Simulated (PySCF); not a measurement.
**C2H11NSi3: density, localisation and related maps**

```yaml
atoms:
  - { symbol: C, position_ang: [-2.2025, -0.4027, 0.8224] }
  - { symbol: C, position_ang: [-1.1749, 0.4831, 0.1268] }
  - { symbol: Si, position_ang: [0.3744, 0.9435, 1.2064] }
  - { symbol: Si, position_ang: [1.6805, 0.4240, -0.6772] }
  - { symbol: N, position_ang: [2.8938, -0.8137, -0.6964] }
  - { symbol: Si, position_ang: [-0.3947, -0.2777, -1.4824] }
  - { symbol: H, position_ang: [-3.0387, -0.6296, 0.1612] }
  - { symbol: H, position_ang: [-1.7529, -1.3458, 1.1285] }
  - { symbol: H, position_ang: [-2.6020, 0.0819, 1.7130] }
  - { symbol: H, position_ang: [-1.6913, 1.4103, -0.1473] }
  - { symbol: H, position_ang: [0.2601, 2.2982, 1.7685] }
  - { symbol: H, position_ang: [0.4400, 0.0691, 2.3907] }
  - { symbol: H, position_ang: [2.4146, 1.5345, -1.3064] }
  - { symbol: H, position_ang: [3.8290, -0.5898, -0.3962] }
  - { symbol: H, position_ang: [2.6527, -1.7378, -0.3771] }
  - { symbol: H, position_ang: [-0.9994, 0.2812, -2.7000] }
  - { symbol: H, position_ang: [-0.6957, -1.7168, -1.5444] }
```

Geometry: GFN2-xTB.

Theory: PBE0/pcSseg-1, SCF density, gas phase, non-relativistic (PySCF).

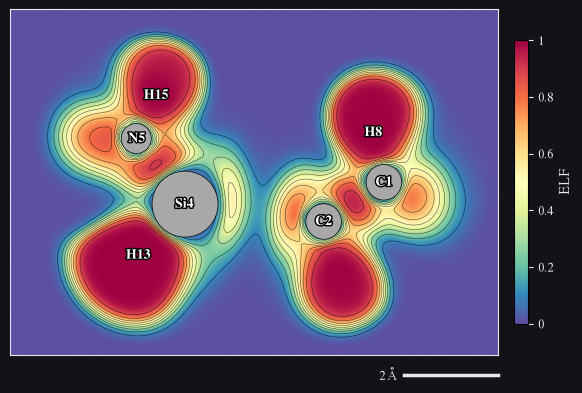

Figure 1. ELF on the plane of atoms N5, Si4 and H13. Grey discs cover the atomic cores.

### Read the bonding off the picture.

- Atoms in the plane: C, Si, N and H.
- C–C (1.52 Å): the ELF peaks at about 0.95 between the atoms; a covalent bond.
- Si–N (1.73 Å): the ELF peaks at about 0.90 between the atoms; a polar covalent bond.
- N–H (1.01 Å): the ELF climbs to about 1 towards the hydrogen, as it does in any bond to H (a covalent bond by its length).
- C–H (1.09 Å): the ELF climbs to about 1 towards the hydrogen: an ordinary covalent bond to hydrogen.
- Si–H (1.47 Å): the ELF climbs to about 1 towards the hydrogen.

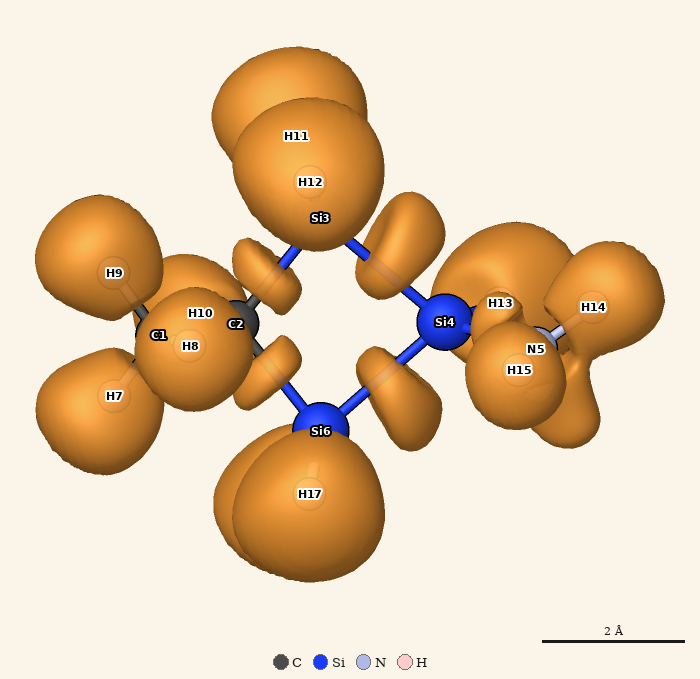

Figure 2. Isosurface of the ELF at 0.8 (orange), seen across its widest extent. Core shells and regions of very low density are left out.

### Describe the localisation domains.

The ELF exceeds this value in one region between bonded C–C atoms (shared pairs), two regions between bonded C–Si atoms (shared pairs), two regions between bonded Si–Si atoms (shared pairs), nine regions around hydrogen nuclei and one joined region spread over several atoms (H, N), in which their bonds and any lone pairs are merged.

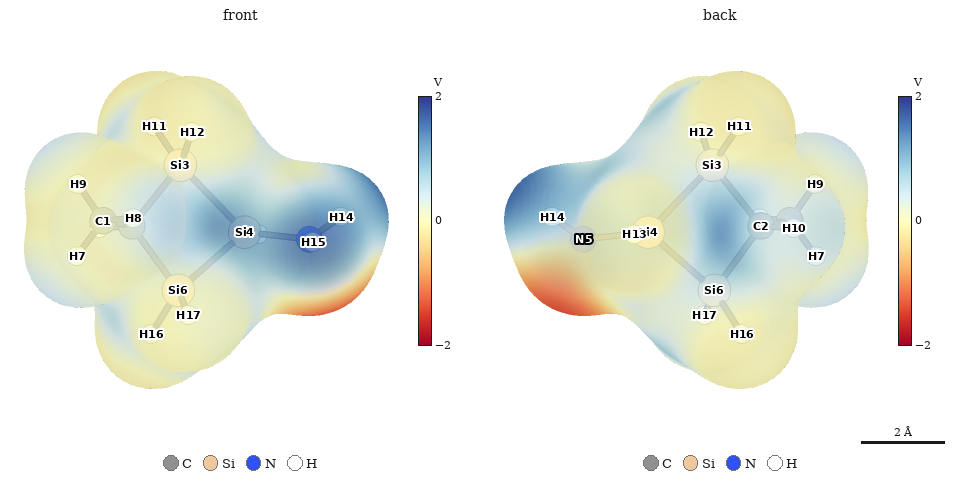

Figure 3. The molecular electrostatic potential painted on the density surface at 0.002 e/bohr³, seen from the front and from behind; the colour scale runs from red (negative) to blue (positive).

### Where is the surface potential most negative and most positive?

The most negative region (about −1.3 V) lies over N5, the most positive (about +1.6 V) over H14 and H15. N5 is the likeliest acceptor of a hydrogen bond.
